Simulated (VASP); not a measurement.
Data:

```
LiF
1.0
    0.00000     1.98231     1.98231
    1.98231     0.00000     1.98231
    1.98231     1.98231     0.00000
Li F
1 1
Direct
  0.00000   0.00000   0.00000
  0.50000   0.50000   0.50000
```

The numbers are results of r2SCAN+rVV10, VASP's PBE PAW potentials (set 64) (plane waves; VASP), not measurements. Run with 520 eV cut-off, 13×13×13 Γ-centred mesh, tetrahedra with Blöchl corrections, potentials Li_sv F.

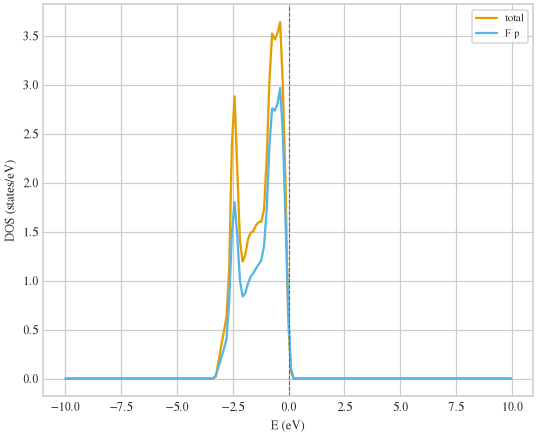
Fig. 1. Total and projected density of states, zero at the valence-band maximum

Within 2 eV below the valence-band maximum the largest weight inside VASP's projection spheres is F p.

The gap is direct, 10.67 eV, from the valence maximum at Γ to the conduction minimum at Γ.

The compound is LiF in the rock salt structure. It was relaxed first.
